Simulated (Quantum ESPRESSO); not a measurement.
**Magnetic state of Cobalt from several starts**

Wanted: the moments of Cobalt and the energy of each order that was tried.

Calculated with Quantum ESPRESSO 7.5; LDA; plane waves with GBRV 1.5 LDA potentials, no spin-orbit coupling.

**1. The starting structure**

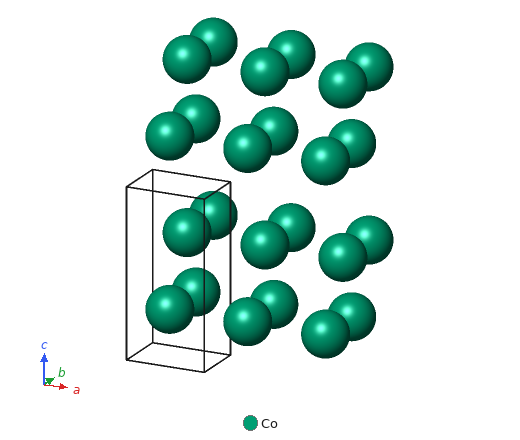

Start, viewed slightly off an axis; cobalt teal. 3×2×2 cells are drawn.

The cell comes from the Crystallography Open Database.

**2. Run 1 (ferro ++)**

The signs are those of the starting moments on the seeded atoms, the atoms that are given a moment.

File pw.in:

```
&CONTROL
  calculation = 'scf'
  prefix = 'pwscf'
  outdir = './tmp'
  pseudo_dir = './pseudo'
  disk_io = 'nowf'
/
&SYSTEM
  ibrav = 0
  nat = 2
  ntyp = 1
  ecutwfc = 40
  ecutrho = 280
  nbnd = 26
  occupations = 'smearing'
  smearing = 'fd'
  degauss = 0.00734986
  nspin = 2
  starting_magnetization(1) = 0.1176
/
&ELECTRONS
  conv_thr = 4d-09
  electron_maxstep = 150
  mixing_beta = 0.3
/
ATOMIC_SPECIES
Co     58.9332 co_lda_v1.2.uspp.F.UPF
CELL_PARAMETERS angstrom
   2.5074000000    0.0000000000    0.0000000000
  -1.2537000000    2.1714720974    0.0000000000
   0.0000000000    0.0000000000    4.0699000000
ATOMIC_POSITIONS crystal
Co      0.3333333333    0.6666666667    0.2500000000
Co      0.6666666667    0.3333333333    0.7500000000
K_POINTS automatic
12 12 6 0 0 0
```

Command:

```
> OMP_NUM_THREADS=1 mpirun -n 4 pw.x -nk 4 -in pw.in > pw.out
```

Log:

```text
Program PWSCF v.7.5 starts

     Message from routine setup:
     using ibrav=0 with symmetry is DISCOURAGED, use correct ibrav instead

     K-points division:     npool     =       4
     Subspace diagonalization in iterative solution of the eigenvalue problem:

     G-vector sticks info
     --------------------
     sticks:   dense  smooth     PW     G-vecs:    dense   smooth      PW
     Sum         433     253     85                11825     5191     989

     Using Slab Decomposition

     bravais-lattice index     =            0
     lattice parameter (alat)  =       4.7383  a.u.
     unit-cell volume          =     149.5403 (a.u.)^3
     number of atoms/cell      =            2
     number of atomic types    =            1
     number of electrons       =        34.00
     number of Kohn-Sham states=           26
     kinetic-energy cutoff     =      40.0000  Ry
     charge density cutoff     =     280.0000  Ry
     scf convergence threshold =      4.0E-09
     mixing beta               =       0.3000
     number of iterations used =            8  plain     mixing
     Exchange-correlation= SLA  PZ   NOGX NOGC
                           (   1   1   0   0   0   0   0)

     celldm(1)=   4.738299  celldm(2)=   0.000000  celldm(3)=   0.000000
     celldm(4)=   0.000000  celldm(5)=   0.000000  celldm(6)=   0.000000

     crystal axes: (cart. coord. in units of alat)
               a(1) = (   1.000000   0.000000   0.000000 )
               a(2) = (  -0.500000   0.866025   0.000000 )
               a(3) = (   0.000000   0.000000   1.623155 )

     reciprocal axes: (cart. coord. in units 2 pi/alat)
               b(1) = (  1.000000  0.577350 -0.000000 )
               b(2) = (  0.000000  1.154701  0.000000 )
               b(3) = (  0.000000 -0.000000  0.616084 )

     PseudoPot. # 1 for Co read from file:
     co_lda_v1.2.uspp.F.UPF
     Pseudo is Ultrasoft + core correction, Zval = 17.0
     Generated by new atomic code, or converted to UPF format
     Using radial grid of  863 points,  6 beta functions with:
                l(1) =   0
                l(2) =   0
                l(3) =   1
                l(4) =   1
                l(5) =   2
                l(6) =   2
     Q(r) pseudized with  8 coefficients,  rinner =    1.200   1.200   1.200
                                                       1.200   1.200

     atomic species   valence    mass     pseudopotential
     Co               17.00    58.93320     Co( 1.00)

     Starting magnetic structure
     atomic species   magnetization
     Co              0.118

     24 Sym. Ops., with inversion, found (12 have fractional translation)

   Cartesian axes

     site n.     atom                  positions (alat units)
         1        Co     tau(   1) = (  -0.0000000   0.5773503   0.4057889  )
         2        Co     tau(   2) = (   0.5000000   0.2886751   1.2173666  )

     number of k points=    76  Fermi-Dirac smearing, width (Ry)=  0.0073
                       cart. coord. in units 2pi/alat
        k(    1) = (   0.0000000   0.0000000   0.0000000), wk =   0.0011574
        k(    2) = (   0.0000000   0.0000000   0.1026807), wk =   0.0023148
        k(    3) = (   0.0000000   0.0000000   0.2053613), wk =   0.0023148
        k(    4) = (   0.0000000   0.0000000  -0.3080420), wk =   0.0011574
        k(    5) = (   0.0000000   0.0962250   0.0000000), wk =   0.0069444
        [... 71 further k-points ...]

     Dense  grid:    11825 G-vectors     FFT dimensions: (  25,  25,  48)

     Smooth grid:     5191 G-vectors     FFT dimensions: (  20,  20,  32)

     Check: negative core charge=   -0.000055
     Generating pointlists ...
     new r_m :   0.4108 (alat units)  1.9467 (a.u.) for type    1

     Initial potential from superposition of free atoms

     starting charge      32.0000, renormalised to      34.0000
     Starting wfcs are   26 randomized atomic wfcs

     Self-consistent Calculation

     iteration #  1     ecut=    40.00 Ry     beta= 0.30
     Davidson diagonalization with overlap
     ethr =  1.00E-02,  avg # of iterations =  4.7

     total energy              =    -593.35488786 Ry
     estimated scf accuracy    <      14.97878651 Ry

     total magnetization       =     2.03 Bohr mag/cell
     absolute magnetization    =     2.08 Bohr mag/cell

     iteration #  2     ecut=    40.00 Ry     beta= 0.30
     Davidson diagonalization with overlap
     ethr =  1.00E-02,  avg # of iterations =  2.4

     total energy              =    -596.54116396 Ry
     estimated scf accuracy    <       0.75482883 Ry

     total magnetization       =     3.04 Bohr mag/cell
     absolute magnetization    =     3.18 Bohr mag/cell

     iteration #  3     ecut=    40.00 Ry     beta= 0.30
     Davidson diagonalization with overlap
     ethr =  2.22E-03,  avg # of iterations =  1.4

     total energy              =    -596.67477885 Ry
     estimated scf accuracy    <       0.00916333 Ry

     total magnetization       =     3.25 Bohr mag/cell
     absolute magnetization    =     3.40 Bohr mag/cell

     [... further iterations left out ...]

     iteration #  9     ecut=    40.00 Ry     beta= 0.30
     Davidson diagonalization with overlap
     ethr =  1.54E-08,  avg # of iterations =  1.8

     total energy              =    -596.67633616 Ry
     estimated scf accuracy    <       0.00000033 Ry

     total magnetization       =     3.32 Bohr mag/cell
     absolute magnetization    =     3.56 Bohr mag/cell

     iteration # 10     ecut=    40.00 Ry     beta= 0.30
     Davidson diagonalization with overlap
     ethr =  9.57E-10,  avg # of iterations =  2.0

     total energy              =    -596.67633624 Ry
     estimated scf accuracy    <       0.00000006 Ry

     total magnetization       =     3.32 Bohr mag/cell
     absolute magnetization    =     3.56 Bohr mag/cell

     iteration # 11     ecut=    40.00 Ry     beta= 0.30
     Davidson diagonalization with overlap
     ethr =  1.89E-10,  avg # of iterations =  1.0

     total energy              =    -596.67633625 Ry
     estimated scf accuracy    <       0.00000001 Ry

     total magnetization       =     3.32 Bohr mag/cell
     absolute magnetization    =     3.56 Bohr mag/cell

     iteration # 12     ecut=    40.00 Ry     beta= 0.30
     Davidson diagonalization with overlap
     ethr =  3.87E-11,  avg # of iterations =  1.6

     Magnetic moment per site  (integrated on atomic sphere of radius R)
     atom   1 (R=0.411)  charge= 15.6187  magn=  1.7154
     atom   2 (R=0.411)  charge= 15.6187  magn=  1.7154

     End of self-consistent calculation

     Number of k-points >= 100: set verbosity='high' to print the bands.

     the Fermi energy is    17.5663 ev

!    total energy              =    -596.67633626 Ry
     estimated scf accuracy    <          6.6E-10 Ry
     smearing contrib. (-TS)   =      -0.00480873 Ry
     internal energy E=F+TS    =    -596.67152753 Ry

     The total energy is F=E-TS. E is the sum of the following terms:
     one-electron contribution =    -313.81008154 Ry
     hartree contribution      =     177.83395899 Ry
     xc contribution           =     -64.44404492 Ry
     ewald contribution        =    -396.25136006 Ry

     total magnetization       =     3.32 Bohr mag/cell
     absolute magnetization    =     3.56 Bohr mag/cell

     convergence has been achieved in  12 iterations

=------------------------------------------------------------------------------=
   JOB DONE.
=------------------------------------------------------------------------------=
```

Elapsed: 7 s, on 4 MPI ranks of Arm Neoverse V2, shared host; peak memory 0.27 GiB; 27 s of CPU time.

Spin moment in the atom's sphere by atom:

```csv
atom,spin moment in the atom's sphere (μB)
Co1,1.72
Co2,1.72
```

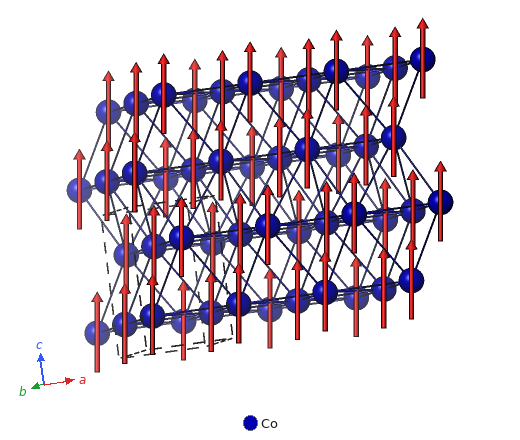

Spin moment in the atom's sphere as arrows, the longest 1.72 μB. Up and down stand for the sign. Arrows give size and sign along the axis of quantisation, drawn up and down the page. 4×3×2 cells are drawn.

This step gave:

* smearing term TS: 0.06543 eV
* magnetization: 3.318 μB
* absolute magnetization: 3.562 μB
* final state: ferromagnetic

**3. Run 2 (antiferro +−)**

File pw.in:

```
&CONTROL
  calculation = 'scf'
  prefix = 'pwscf'
  outdir = './tmp'
  pseudo_dir = './pseudo'
  disk_io = 'nowf'
/
&SYSTEM
  ibrav = 0
  nat = 2
  ntyp = 2
  ecutwfc = 40
  ecutrho = 280
  nbnd = 24
  occupations = 'smearing'
  smearing = 'fd'
  degauss = 0.00734986
  nspin = 2
  starting_magnetization(1) = 0.1176
  starting_magnetization(2) = -0.1176
/
&ELECTRONS
  conv_thr = 4d-09
  electron_maxstep = 150
  mixing_beta = 0.3
/
ATOMIC_SPECIES
Co1    58.9332 co_lda_v1.2.uspp.F.UPF
Co2    58.9332 co_lda_v1.2.uspp.F.UPF
CELL_PARAMETERS angstrom
   2.5074000000    0.0000000000    0.0000000000
  -1.2537000000    2.1714720974    0.0000000000
   0.0000000000    0.0000000000    4.0699000000
ATOMIC_POSITIONS crystal
Co1     0.3333333333    0.6666666667    0.2500000000
Co2     0.6666666667    0.3333333333    0.7500000000
K_POINTS automatic
12 12 6 0 0 0
```

Log:

```text
[banner, memory and clock lines left out]
Program PWSCF v.7.5 starts

     Message from routine setup:
     using ibrav=0 with symmetry is DISCOURAGED, use correct ibrav instead

     bravais-lattice index     =            0
     lattice parameter (alat)  =       4.7383  a.u.
     unit-cell volume          =     149.5403 (a.u.)^3
     number of atoms/cell      =            2
     number of atomic types    =            2
     number of electrons       =        34.00
     number of Kohn-Sham states=           24
     kinetic-energy cutoff     =      40.0000  Ry
     charge density cutoff     =     280.0000  Ry
     scf convergence threshold =      4.0E-09
     mixing beta               =       0.3000
     number of iterations used =            8  plain     mixing
     Exchange-correlation= SLA  PZ   NOGX NOGC
                           (   1   1   0   0   0   0   0)

     celldm(1)=   4.738299  celldm(2)=   0.000000  celldm(3)=   0.000000
     celldm(4)=   0.000000  celldm(5)=   0.000000  celldm(6)=   0.000000

     crystal axes: (cart. coord. in units of alat)
               a(1) = (   1.000000   0.000000   0.000000 )
               a(2) = (  -0.500000   0.866025   0.000000 )
               a(3) = (   0.000000   0.000000   1.623155 )

     reciprocal axes: (cart. coord. in units 2 pi/alat)
               b(1) = (  1.000000  0.577350 -0.000000 )
               b(2) = (  0.000000  1.154701  0.000000 )
               b(3) = (  0.000000 -0.000000  0.616084 )

     PseudoPot. # 1 for Co read from file:
     co_lda_v1.2.uspp.F.UPF
     Pseudo is Ultrasoft + core correction, Zval = 17.0

     PseudoPot. # 2 for Co read from file:
     co_lda_v1.2.uspp.F.UPF
     Pseudo is Ultrasoft + core correction, Zval = 17.0

     atomic species   valence    mass     pseudopotential
     Co1              17.00    58.93320     Co( 1.00)
     Co2              17.00    58.93320     Co( 1.00)

     Starting magnetic structure
     atomic species   magnetization
     Co1             0.118
     Co2            -0.118

     12 Sym. Ops. (no inversion) found ( 6 have fractional translation)

   Cartesian axes

     site n.     atom                  positions (alat units)
         1        Co1    tau(   1) = (  -0.0000000   0.5773503   0.4057889  )
         2        Co2    tau(   2) = (   0.5000000   0.2886751   1.2173666  )

     number of k points=    76  Fermi-Dirac smearing, width (Ry)=  0.0073
                       cart. coord. in units 2pi/alat
        k(    1) = (   0.0000000   0.0000000   0.0000000), wk =   0.0011574
        k(    2) = (   0.0000000   0.0000000   0.1026807), wk =   0.0023148
        k(    3) = (   0.0000000   0.0000000   0.2053613), wk =   0.0023148
        k(    4) = (   0.0000000   0.0000000  -0.3080420), wk =   0.0011574
        k(    5) = (   0.0000000   0.0962250   0.0000000), wk =   0.0069444
        [... 71 further k-points ...]

     Dense  grid:    11825 G-vectors     FFT dimensions: (  25,  25,  48)

     Smooth grid:     5191 G-vectors     FFT dimensions: (  20,  20,  32)

     Check: negative core charge=   -0.000055
     Generating pointlists ...
     new r_m :   0.4108 (alat units)  1.9467 (a.u.) for type    1
     new r_m :   0.4108 (alat units)  1.9467 (a.u.) for type    2

     Initial potential from superposition of free atoms

     starting charge      32.0000, renormalised to      34.0000
     Starting wfcs are   26 randomized atomic wfcs

     Self-consistent Calculation

     iteration #  1     ecut=    40.00 Ry     beta= 0.30
     Davidson diagonalization with overlap
     ethr =  1.00E-02,  avg # of iterations =  3.5

     total energy              =    -593.44203606 Ry
     estimated scf accuracy    <      14.78024527 Ry

     total magnetization       =     0.00 Bohr mag/cell
     absolute magnetization    =     1.91 Bohr mag/cell

     iteration #  2     ecut=    40.00 Ry     beta= 0.30
     Davidson diagonalization with overlap
     ethr =  1.00E-02,  avg # of iterations =  2.6

     total energy              =    -596.52505046 Ry
     estimated scf accuracy    <       0.66038890 Ry

     total magnetization       =     0.00 Bohr mag/cell
     absolute magnetization    =     2.74 Bohr mag/cell

     [... further iterations left out ...]

     iteration # 18     ecut=    40.00 Ry     beta= 0.30
     Davidson diagonalization with overlap
     ethr =  4.13E-10,  avg # of iterations =  2.0

     total energy              =    -596.64624233 Ry
     estimated scf accuracy    <       0.00000001 Ry

     total magnetization       =     0.00 Bohr mag/cell
     absolute magnetization    =     1.82 Bohr mag/cell

     iteration # 19     ecut=    40.00 Ry     beta= 0.30
     Davidson diagonalization with overlap
     ethr =  3.36E-11,  avg # of iterations =  1.1

     Magnetic moment per site  (integrated on atomic sphere of radius R)
     atom   1 (R=0.411)  charge= 15.6216  magn=  0.8940
     atom   2 (R=0.411)  charge= 15.6216  magn= -0.8940

     End of self-consistent calculation

     Number of k-points >= 100: set verbosity='high' to print the bands.

     the Fermi energy is    17.5363 ev

!    total energy              =    -596.64624234 Ry
     estimated scf accuracy    <          1.5E-09 Ry
     smearing contrib. (-TS)   =      -0.01268109 Ry
     internal energy E=F+TS    =    -596.63356125 Ry

     The total energy is F=E-TS. E is the sum of the following terms:
     one-electron contribution =    -313.77296898 Ry
     hartree contribution      =     177.72244144 Ry
     xc contribution           =     -64.33167365 Ry
     ewald contribution        =    -396.25136006 Ry

     total magnetization       =    -0.00 Bohr mag/cell
     absolute magnetization    =     1.82 Bohr mag/cell

     convergence has been achieved in  19 iterations
```

It took 9.7 s on 4 MPI ranks; peak memory 0.28 GiB.

Spin moment in the atom's sphere by atom:

```csv
atom,spin moment in the atom's sphere (μB)
Co1,0.894
Co2,-0.894
```

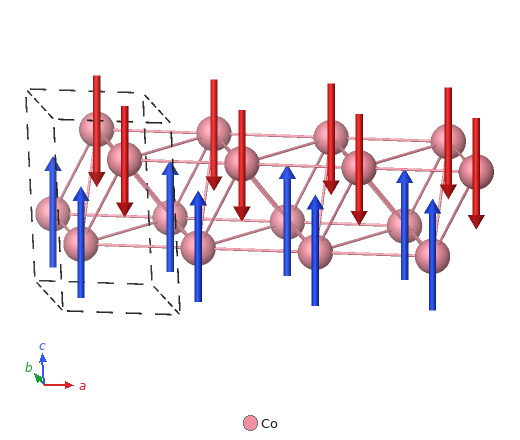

Spin moment in the atom's sphere as arrows, the longest 0.894 μB. Up and down stand for the sign. Arrows give size and sign along the axis of quantisation, drawn up and down the page. The two directions have two colours. 4×2×1 cells are drawn.

Read from the output:

```
smearing term TS       : 0.1725 eV
magnetization          : 0 μB
absolute magnetization : 1.822 μB
final state            : antiferromagnetic
```

**4. Run 3 (antiferro q=(0,1/2,0) +−+−)**

This order needs a doubled cell of 4 atoms. The wavevector q is in fractions of the reciprocal vectors of the crystal's primitive cell, as the cells of these inputs are built from it; moments change sign between cells as cos(2π q·R).

File pw.in:

```
&CONTROL
  calculation = 'scf'
  prefix = 'pwscf'
  outdir = './tmp'
  pseudo_dir = './pseudo'
  disk_io = 'nowf'
/
&SYSTEM
  ibrav = 0
  nat = 4
  ntyp = 2
  ecutwfc = 40
  ecutrho = 280
  nbnd = 44
  occupations = 'smearing'
  smearing = 'fd'
  degauss = 0.00734986
  nspin = 2
  starting_magnetization(1) = 0.1176
  starting_magnetization(2) = -0.1176
/
&ELECTRONS
  conv_thr = 8d-09
  electron_maxstep = 150
  mixing_beta = 0.3
/
ATOMIC_SPECIES
Co1    58.9332 co_lda_v1.2.uspp.F.UPF
Co2    58.9332 co_lda_v1.2.uspp.F.UPF
CELL_PARAMETERS angstrom
   2.5074000000    0.0000000000    0.0000000000
  -2.5074000000    4.3429441948    0.0000000000
   0.0000000000    0.0000000000    4.0699000000
ATOMIC_POSITIONS crystal
Co1     0.3333333333    0.3333333334    0.2500000000
Co2     0.3333333333    0.8333333333    0.2500000000
Co1     0.6666666667    0.1666666666    0.7500000000
Co2     0.6666666667    0.6666666666    0.7500000000
K_POINTS automatic
12 6 6 0 0 0
```

Log:

```text
     [... lines left out ...]
Program PWSCF v.7.5 starts
     [... lines left out ...]
     number of atoms/cell      =            4
     [... lines left out ...]
     number of electrons       =        68.00
     number of Kohn-Sham states=           44
     kinetic-energy cutoff     =      40.0000  Ry
     charge density cutoff     =     280.0000  Ry
     scf convergence threshold =      8.0E-09
     [... lines left out ...]
      8 Sym. Ops., with inversion, found ( 6 have fractional translation)
     [... lines left out ...]
     number of k points=   100  Fermi-Dirac smearing, width (Ry)=  0.0073
     [... lines left out ...]
     iteration # 15     ecut=    40.00 Ry     beta= 0.30
     [... lines left out ...]
     Magnetic moment per site  (integrated on atomic sphere of radius R)
     atom   1 (R=0.411)  charge= 15.6201  magn=  1.1332
     atom   2 (R=0.411)  charge= 15.6201  magn= -1.1343
     atom   3 (R=0.411)  charge= 15.6201  magn=  1.1332
     atom   4 (R=0.411)  charge= 15.6201  magn= -1.1343
     [... lines left out ...]
     the Fermi energy is    17.5571 ev
!    total energy              =   -1193.29952665 Ry
     estimated scf accuracy    <          4.7E-09 Ry
     smearing contrib. (-TS)   =      -0.02148986 Ry
     [... lines left out ...]
     total magnetization       =    -0.00 Bohr mag/cell
     absolute magnetization    =     4.63 Bohr mag/cell
     convergence has been achieved in  15 iterations
```

Run time: 47 s. Hardware: 4 MPI ranks; peak memory 0.49 GiB.

Spin moment in the atom's sphere by atom:

```csv
atom,spin moment in the atom's sphere (μB)
Co1,1.13
Co2,-1.13
Co3,1.13
Co4,-1.13
```

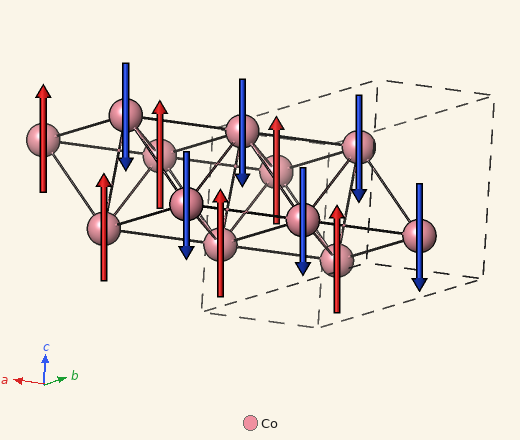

Spin moment in the atom's sphere as arrows, the longest 1.13 μB. Up and down stand for the sign. Arrows give size and sign along the axis of quantisation, drawn up and down the page. The two directions have two colours. 3×1×1 cells are drawn.

Numbers from this step:

```yaml
smearing_term_ts: 0.2924 eV
magnetization: 0 μB
absolute_magnetization: 4.633 μB
final_state: antiferromagnetic
```

(Continued in part 2 of 2.)

[Logs and program files are shortened in this print: banners, set-up blocks, solver, clock and traceback lines can be left out without a mark of their own.]

[Logs are printed without paths, hosts, clocks, repeated set-up lines and the standing remarks that a program may print on its own settings, such as how far it seeks lower states.]

[Hosts, paths, dates, database ids (printed as entryN), source tags and the programs' standing remarks are cut or masked in the printed files.]

[Where a cell is said to come from a database of computed structures, the database is the Materials Project.]
